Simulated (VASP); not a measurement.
Band structure of FeSi2 (space group P4/mmm). Method: PBEsol GGA, VASP's PBE PAW potentials (set 64) (plane waves; VASP).

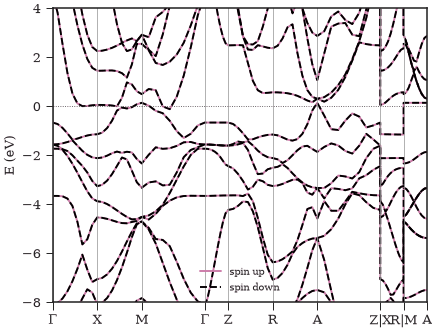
Bands along high-symmetry lines, zero at the valence-band maximum or, without a gap, the Fermi level

Question: Read the plot: is there a gap, and where are the band edges?

Answer: It has no gap at this level: it comes out as a metal or semimetal. (Edges off the drawn lines would not show.)

The structure comes from a measured FeSi2 entry (P4/mmm) of the Crystallography Open Database, whose conditions weren't checked. It was relaxed first.
